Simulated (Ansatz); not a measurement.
```yaml
atoms:
  - { symbol: As, position_ang: [0.8205, -0.6075, 0.6164] }
  - { symbol: P, position_ang: [-2.3067, -1.7590, -1.2659] }
  - { symbol: Si, position_ang: [-1.2509, 0.0254, -0.3509] }
  - { symbol: H, position_ang: [-1.3812, -1.8539, -2.3506] }
  - { symbol: H, position_ang: [-3.2416, -0.9751, -2.0127] }
  - { symbol: H, position_ang: [-2.1195, 0.5643, 0.7399] }
  - { symbol: H, position_ang: [-0.9824, 1.1276, -1.3263] }
  - { symbol: H, position_ang: [1.2581, -1.3188, -0.6616] }
  - { symbol: H, position_ang: [0.2184, -1.8855, 1.1930] }
```

Geometry: PBE0-D3(BJ)/def2-SVP.

All numbers below come from isolated molecule in a Gaussian basis; Kohn-Sham density functional theory, functional PBE0 (Ansatz 0.2.0).

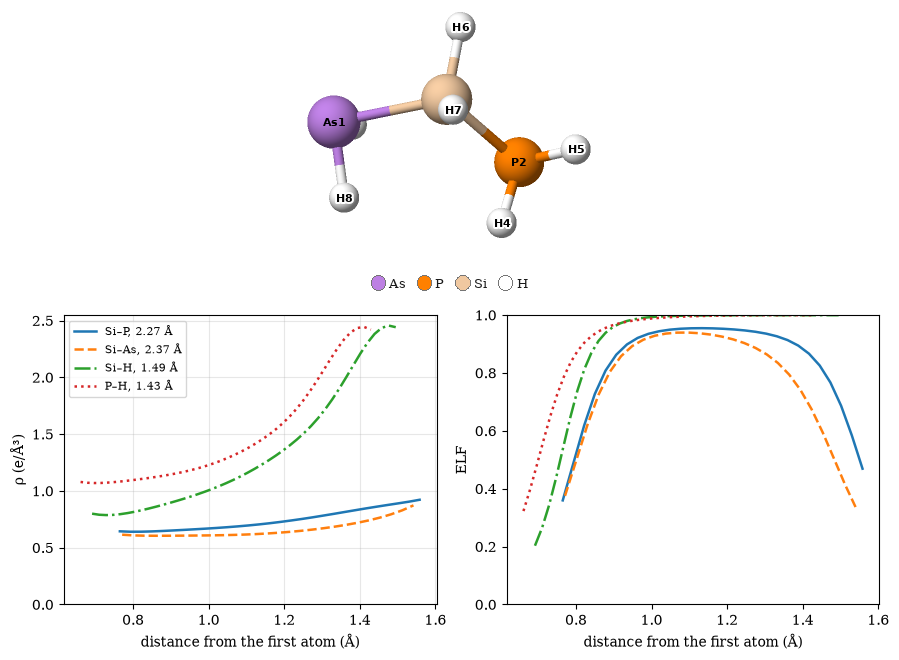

AsH₆PSi. Total electron density and ELF along straight lines between neighbouring atoms. The curves leave out the atomic cores. The structure is drawn too.

> What can be read from the curves?

Si–P (2.27 Å): the density is about 0.71 e/Å³ at the midpoint; the ELF peaks at about 0.95 between the atoms (localised, covalent bonding).
Si–As (2.37 Å): ρ is about 0.63 e/Å³ halfway; the ELF peaks at about 0.95 between the atoms, as expected for localised, covalent bonding.
Si–H (1.49 Å): ρ at the midpoint is about 0.79 e/Å³; the ELF climbs to about 1 towards the hydrogen, as it does in any bond to H.
P–H (1.43 Å): ρ at the midpoint is about 1.1 e/Å³; the ELF climbs to about 1 towards the hydrogen.
